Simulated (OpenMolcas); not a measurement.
**Energy and gradient calculation of C$_{2}$H$_{2}$AlCl**

The run: energy and gradient calculation of C$_{2}$H$_{2}$AlCl, SMILES Cl[C]1=[CH][AlH]1. Method and program: HF/def2-SVP, RHF (OpenMolcas 26.06).

The geometry comes from this level: GFN2-xTB.

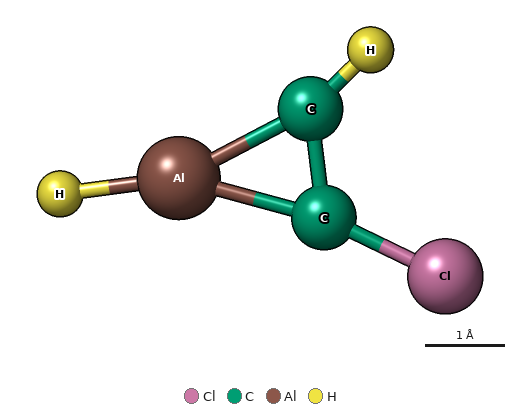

The input geometry (ball-and-stick view, seen at a tilt). Sticks mark near contacts. Bond lengths as drawn: Al–C 1.93 to 1.95 Å, Al–H 1.56 Å, C–C 1.39 Å, C–Cl 1.74 Å and C–H 1.09 Å.

### Input
```
>>> EXPORT MOLCAS_PRINT=2

&GATEWAY
 BasLib=$CurrDir
 Coord
 6
 angstrom
 Cl      -0.524760      -2.446830       0.130540
 C       -0.365190      -0.719360       0.009100
 C        0.855270      -0.077900       0.160360
 Al      -0.537260       1.211160      -0.205110
 H        1.814970      -0.543190       0.366170
 H       -1.243030       2.576130      -0.461070
 Basis=def2-SVP
 Group=NoSym

&SEWARD

&SCF
 Thresholds=1e-10 1e-07 1e-07 1e-05
 PrOrbitals=1 1

&ALASKA
```

Machine: 1 thread of Arm Neoverse V2, 24 GiB of memory available, shared host.

Launched with:
```bash
export MOLCAS_MEM=1860
pymolcas calc.input > calc.log
```

### What the program printed
```
--- Start Module: gateway ---

                                              &GATEWAY

                       available to each process: 1.9 GB of memory, 1 thread

 Basis Set     1 Label: CL.DEF2-SVP
 Basis set is read from library:.
 basistype.tbl is not found

 Basis Set     2 Label: C.DEF2-SVP
 Basis set is read from library:.
 basistype.tbl is not found

 Basis Set     3 Label: AL.DEF2-SVP
 Basis set is read from library:.
 basistype.tbl is not found

 Basis Set     4 Label: H.DEF2-SVP
 Basis set is read from library:.
 basistype.tbl is not found

++    Symmetry information:
      ---------------------

                    Character Table for C1

                             E
                    a        1  x, y, xy, Rz, z, xz, Ry, yz, Rx, I
--

++    Basis set information:
      ----------------------

      Basis set label: CL.DEF2-SVP.........

      Electronic valence basis set:
      ------------------
      Associated Effective Charge  17.000000 au
      Associated Actual Charge     17.000000 au
      Nuclear Model: Point charge

      Shell  nPrim  nBasis  Cartesian Spherical Contaminant
         s      10       4        X
         p       7       3        X
         d       1       1                 X

      Basis set label: C.DEF2-SVP.........

      Electronic valence basis set:
      ------------------
      Associated Effective Charge   6.000000 au
      Associated Actual Charge      6.000000 au
      Nuclear Model: Point charge

      Shell  nPrim  nBasis  Cartesian Spherical Contaminant
         s       7       3        X
         p       4       2        X
         d       1       1                 X

      Basis set label: AL.DEF2-SVP.........

      Electronic valence basis set:
      ------------------
      Associated Effective Charge  13.000000 au
      Associated Actual Charge     13.000000 au
      Nuclear Model: Point charge

      Shell  nPrim  nBasis  Cartesian Spherical Contaminant
         s      10       4        X
         p       7       3        X
         d       1       1                 X

      Basis set label: H.DEF2-SVP.........

      Electronic valence basis set:
      ------------------
      Associated Effective Charge   1.000000 au
      Associated Actual Charge      1.000000 au
      Nuclear Model: Point charge

      Shell  nPrim  nBasis  Cartesian Spherical Contaminant
         s       4       2        X
         p       1       1        X
--

++    Molecular structure info:
      -------------------------

                    ************************************************
                    **** Cartesian Coordinates / bohr, angstrom ****
                    ************************************************

     Center  Label                x              y              z                     x              y              z
        1      CL1             -0.991653      -4.623839       0.246685             -0.524760      -2.446830       0.130540
        2      C2              -0.690109      -1.359393       0.017197             -0.365190      -0.719360       0.009100
        3      C3               1.616226      -0.147210       0.303036              0.855270      -0.077900       0.160360
        4      AL4             -1.015274       2.288761      -0.387602             -0.537260       1.211160      -0.205110
        5      H5               3.429796      -1.026480       0.691961              1.814970      -0.543190       0.366170
        6      H6              -2.348986       4.868180      -0.871296             -1.243030       2.576130      -0.461070

                    ***************************************
                    *    InterNuclear Distances / bohr    *
                    ***************************************

               1 CL1           2 C2            3 C3            4 AL4           5 H5            6 H6
    1 CL1      0.000000
    2 C2       3.286365        0.000000
    3 C3       5.181159        2.621121        0.000000
    4 AL4      6.941679        3.684918        3.651811        0.000000
    5 H5       5.717383        4.188049        2.052661        5.649330        0.000000
    6 H6       9.653531        6.505687        6.500469        2.943833        8.401495        0.000000

                    *******************************************
                    *    InterNuclear Distances / angstrom    *
                    *******************************************

               1 CL1           2 C2            3 C3            4 AL4           5 H5            6 H6
    1 CL1      0.000000
    2 C2       1.739070        0.000000
    3 C3       2.741752        1.387038        0.000000
    4 AL4      3.673378        1.949975        1.932455        0.000000
    5 H5       3.025509        2.216220        1.086221        2.989497        0.000000
    6 H6       5.108428        3.442661        3.439900        1.557809        4.445880        0.000000

                    **************************************
                    *    Valence Bond Angles / degree    *
                    **************************************
                          Atom centers                 Phi
                      2 C2       3 C3       5 H5       126.87
--

            Nuclear Potential Energy            156.59348969 au

--- Stop Module: gateway /rc=_RC_ALL_IS_WELL_ ---

--- Start Module: seward ---

                                              &SEWARD

                       available to each process: 1.9 GB of memory, 1 thread

               SEWARD will generate:
                  Multipole Moment integrals up to order  2
                  Kinetic Energy integrals
                  Nuclear Attraction integrals (point charge)
                  One-Electron Hamiltonian integrals
                  Velocity integrals
                  Orbital angular momentum around ( -0.5669  -1.2976   0.0208 )
                  Velocity quadrupole around ( -0.5669  -1.2976   0.0208 )
                  Two-Electron Repulsion integrals

                   Integrals are discarded if absolute value <: 1.00E-14
                   Integral cutoff threshold is set to       <: 1.00E-16

            Nuclear Potential Energy            156.59348969 au

      Basis set specifications :
      Symmetry species         a
      Basis functions           74

--- Stop Module: seward /rc=_RC_ALL_IS_WELL_ ---
--- Module seward spent 1 second ---

--- Start Module: scf ---

                                                &SCF

                       available to each process: 1.9 GB of memory, 1 thread

++    Input section:
      --------------

      Header of the integral files:

      Cartesian coordinates in angstrom:
      -----------------------------------------------------
      No.  Label        X            Y            Z
      -----------------------------------------------------
       1   CL1       -0.52476000  -2.44683000   0.13054000
       2   C2        -0.36519000  -0.71936000   0.00910000
       3   C3         0.85527000  -0.07790000   0.16036000
       4   AL4       -0.53726000   1.21116000  -0.20511000
       5   H5         1.81497000  -0.54319000   0.36617000
       6   H6        -1.24303000   2.57613000  -0.46107000
      -----------------------------------------------------
      Nuclear repulsion energy =  156.59348969
--

++    Orbital specifications:
      -----------------------

      Symmetry species               1
                                     a
      Frozen orbitals                0
      Occupied orbitals             22
      Secondary orbitals            52
      Deleted orbitals               0
      Total number of orbitals      74
      Number of basis functions     74
--

      Molecular charge                           0.000

++    Optimization specifications:
      ----------------------------

      SCF Algorithm: Conventional
      Minimized density differences are used
      Number of density matrices in core                 5
      Maximum number of NDDO SCF iterations            400
      Maximum number of HF SCF iterations              400
      Threshold for SCF energy change             1.00E-10
      Threshold for density matrix                1.00E-07
      Threshold for Fock matrix                   1.00E-07
      Threshold for linear dependence             1.00E-09
      Threshold at which DIIS is turned on        1.50E-01
      Maximum depth in the DIIS procedure                5
      Maximum depth in the BFGS Hessian update          30
      Threshold at which QNR/C2DIIS is turned on  7.50E-02
      Threshold for Norm(delta) (QNR/C2DIIS)      1.00E-05
      All orbitals punched on: SCFORB
--

      Input vectors read from INPORB
      Orbital file label: *Guess orbitals

++ Convergence information
                                   SCF        iterations: Energy and convergence statistics

Iter     Tot. SCF        One-elec.       Two-elec.     Energy      Max Dij or  Max Fij      DNorm      TNorm      AccCon     Time
         Energy          Energy          Energy        Change      Delta Norm                                                in Sec.
   1  -777.670940027 -1384.421794043   450.157364325   0.00E+00    1.79E-01*   8.44E-02*    9.20E+00   1.58E+02   None         0.
   2  -777.925935141 -1387.196978445   452.677553613  -2.55E-01*   8.80E-02*   2.88E-02*    1.68E+00   1.58E+02   EDIIS        0.
   3  -777.941252712 -1386.801854708   452.267112305  -1.53E-02*   5.32E-02*   1.66E-02*    5.07E-01   1.58E+02   c2DIIS       0.
   4  -777.945705098 -1387.010593420   452.471398631  -4.45E-03*   2.25E-02*   6.23E-03*    1.63E-01   1.58E+02   QNRc2DIIS    0.
   5  -777.946237766 -1386.907648616   452.367921160  -5.33E-04*   9.94E-03*   5.77E-03*    4.33E-02   1.58E+02   QNRc2DIIS    0.
   6  -777.946530337 -1386.958060596   452.418040569  -2.93E-04*   4.53E-03*   1.25E-03*    7.97E-03   1.58E+02   QNRc2DIIS    0.
   7  -777.946549454 -1386.956267980   452.416228835  -1.91E-05*   7.10E-04*   1.72E-04*    5.58E-03   1.58E+02   QNRc2DIIS    0.
   8  -777.946550382 -1386.957594947   452.417554875  -9.28E-07*   1.21E-03*   1.26E-04*    7.97E-04   1.58E+02   QNRc2DIIS    0.
   9  -777.946551469 -1386.958776132   452.418734972  -1.09E-06*   1.51E-04*   2.47E-05*    6.99E-04   1.58E+02   QNRc2DIIS    0.
  10  -777.946551495 -1386.959019733   452.418978547  -2.63E-08*   7.64E-05*   7.99E-06*    2.29E-04   1.58E+02   QNRc2DIIS    0.
  11  -777.946551500 -1386.959065079   452.419023889  -4.40E-09*   8.59E-06    1.64E-06*    7.24E-05   1.58E+02   QNRc2DIIS    0.
  12  -777.946551500 -1386.959016990   452.418975800  -1.00E-10*   4.25E-06    5.68E-07*    4.59E-05   1.58E+02   QNRc2DIIS    0.
  13  -777.946551500 -1386.959033408   452.418992217  -1.86E-11    8.80E-07    1.75E-07*    1.02E-05   1.58E+02   QNRc2DIIS    0.
  14  -777.946551500 -1386.959022056   452.418980866  -2.27E-13    2.40E-07    6.05E-08     2.35E-04   1.58E+02   QNRc2DIIS    0.

       Convergence after  14 Iterations
--

 *****************************************************************************************************************************
 *                                             SCF/KS-DFT Program, Final results                                             *
 *                                                       Final Results                                                       *
 *****************************************************************************************************************************

::    Total SCF energy                               -777.9465514999
      One-electron energy                           -1386.9590220563
      Two-electron energy                             452.4189808659
      Nuclear repulsion energy                        156.5934896906
      Kinetic energy (interpolated)                   777.3359041640
      Virial theorem                                    1.0007855643
      Total spin, S(S+1)                                0.0000000000
      Total spin, S                                     0.0000000000
      Max non-diagonal density matrix element           0.0000002908
      Max non-diagonal Fock matrix element              0.0000000143

      All orbitals with orbital energies smaller than  E(LUMO)+0.5 are printed

++    Molecular orbitals:
      -------------------

      Title: SCF orbitals

      Molecular orbitals for symmetry species 1: a

          Orbital            1         2         3         4         5         6         7         8         9        10
          Energy         -104.7770  -58.4886  -11.2811  -11.2357  -10.5400   -8.0150   -8.0117   -8.0114   -4.9209   -3.2400
          Occ. No.          2.0000    2.0000    2.0000    2.0000    2.0000    2.0000    2.0000    2.0000    2.0000    2.0000

          Orbital           11        12        13        14        15        16        17        18        19        20
          Energy           -3.2377   -3.2370   -1.1211   -0.9796   -0.6988   -0.6153   -0.5478   -0.4989   -0.4861   -0.3982
          Occ. No.          2.0000    2.0000    2.0000    2.0000    2.0000    2.0000    2.0000    2.0000    2.0000    2.0000

          Orbital           21        22        23        24        25        26        27        28        29        30
          Energy           -0.3620   -0.3566    0.0615    0.0886    0.0991    0.1539    0.2035    0.2386    0.2445    0.3126
          Occ. No.          2.0000    2.0000    0.0000    0.0000    0.0000    0.0000    0.0000    0.0000    0.0000    0.0000

          Orbital           31        32        33        34
          Energy            0.4171    0.4548    0.4817    0.5357
          Occ. No.          0.0000    0.0000    0.0000    0.0000

--

++    Molecular charges:
      ------------------

      Mulliken charges per centre and basis function type
      ---------------------------------------------------

                CL1     C2      C3      AL4     H5      H6
      1s       5.9587  3.3420  3.3353  4.8488  0.9194  1.1806
      2px      3.9691  1.1398  0.8640  2.4283  0.0154  0.0017
      2pz      3.9311  0.9136  0.8975  2.2067  0.0035  0.0003
      2py      3.2923  0.7513  1.1843  2.4892  0.0068  0.0054
      3d2+     0.0204  0.0197  0.0068  0.0617  0.0000  0.0000
      3d1+     0.0002  0.0061  0.0079  0.0114  0.0000  0.0000
      3d0      0.0064  0.0046  0.0031  0.0192  0.0000  0.0000
      3d1-     0.0063  0.0084  0.0011  0.0356  0.0000  0.0000
      3d2-     0.0068  0.0122  0.0126  0.0647  0.0000  0.0000
      Total   17.1912  6.1976  6.3125 12.1657  0.9450  1.1880

      N-E     -0.1912 -0.1976 -0.3125  0.8343  0.0550 -0.1880

      Total electronic charge=   44.000000

      Total            charge=   -0.000000
--

++    Molecular properties:
      ---------------------

      Charge (e):
                      =   -0.0000
      Dipole Moment (debye):
      Origin of the operator (angstrom)=   -0.3000   -0.6867    0.0110
                   X= -2.0831E-01               Y=  3.3245E+00               Z= -3.5388E-01           Total=  3.3498E+00
      Quadrupole Moment (debye*angstrom):
      Origin of the operator (angstrom)=   -0.3000   -0.6867    0.0110
                  XX= -3.7290E+01              XY= -1.6142E+00              XZ= -1.3869E-01              YY= -3.4747E+01
                  YZ= -3.6359E-01              ZZ= -3.5731E+01
      In traceless form (debye*angstrom)
                  XX= -2.0515E+00              XY= -2.4212E+00              XZ= -2.0803E-01              YY=  1.7633E+00
                  YZ= -5.4538E-01              ZZ=  2.8823E-01
--

--- Stop Module: scf /rc=_RC_ALL_IS_WELL_ ---
--- Module scf spent 1 second ---

--- Start Module: alaska ---

                                              &ALASKA

                       available to each process: 1.9 GB of memory, 1 thread

                     Threshold for contributions to the gradient: 1.000E-07

                    ********************************************
                    * Symmetry Adapted Cartesian Displacements *
                    ********************************************

           Irreducible representation : a
           Basis function(s) of irrep: x, y, xy, Rz, z, xz, Ry, yz, Rx, I

 Basis Label        Type   Center Phase
   1   CL1          x         1     1
   2   CL1          y         1     1
   3   CL1          z         1     1
   4   C2           x         2     1
   5   C2           y         2     1
   6   C2           z         2     1
   7   C3           x         3     1
   8   C3           y         3     1
   9   C3           z         3     1
  10   AL4          x         4     1
  11   AL4          y         4     1
  12   AL4          z         4     1
  13   H5           x         5     1
  14   H5           y         5     1
  15   H5           z         5     1
  16   H6           x         6     1
  17   H6           y         6     1
  18   H6           z         6     1

                     No automatic utilization of translational and rotational invariance of the energy is employed.

 Conventional ERI gradients!

 **************************************************
 *              Molecular gradients               *
 **************************************************

  Irreducible representation: a
 ------------------------------------------------------------------------------------------
                              X                       Y                       Z
 ------------------------------------------------------------------------------------------
  CL1               6.97016550322749E-03   -2.42352729605599E-03    1.17957732820839E-03
  C2               -3.39403601499306E-02   -3.35973713507230E-02   -2.15061450252796E-03
  C3                4.59739013965699E-02   -6.70440501255198E-03    8.55742023941941E-03
  AL4              -1.93539301227910E-02    4.35530218320697E-02   -7.64086441985201E-03
  H5                2.74265628434023E-04   -1.65191451039237E-03    1.58859517409682E-04
  H6                7.59577445066384E-05    8.24196337701810E-04   -1.04378162650409E-04
 ------------------------------------------------------------------------------------------

--- Stop Module: alaska /rc=_RC_ALL_IS_WELL_ ---
--- Module alaska spent 1 second ---

.##################.
.# Happy landing! #.
.##################.

    Timing: Wall=4.15 User=3.57 System=0.58
```

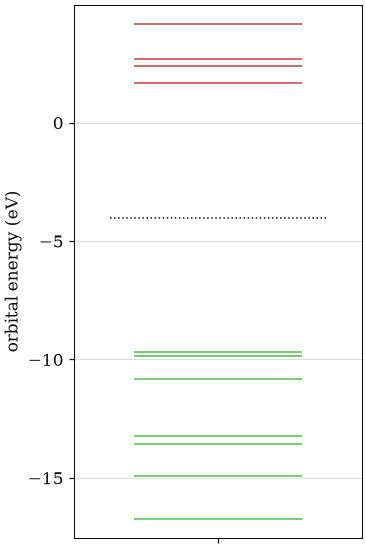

Orbital energies near the frontier; the dotted line parts filled from empty levels, and levels within 0.02 eV of each other stand side by side. Highest filled −9.70 eV, lowest empty 1.67 eV, 11.37 eV apart.

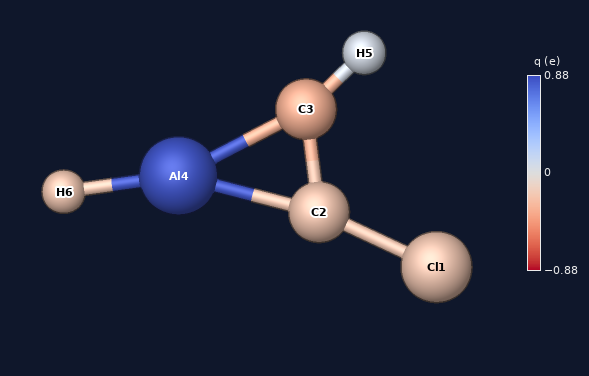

Mulliken charges, as the colour of each atom (ball-and-stick view, seen on its broad side; atoms are numbered from 1 in the order of the input). By element: Cl −0.19, C −0.31 to −0.20, Al +0.83 and H −0.19 to +0.06 e.

### Summary

- outcome: converged
- total energy: −777.946551 hartree
- basis functions: 74
- largest force: 2.482 eV/Å
- HOMO: −9.70 eV
- LUMO: 1.67 eV
- dipole moment: 3.35 debye
- wall time: 4.5 s
- peak memory: 0.43 GiB
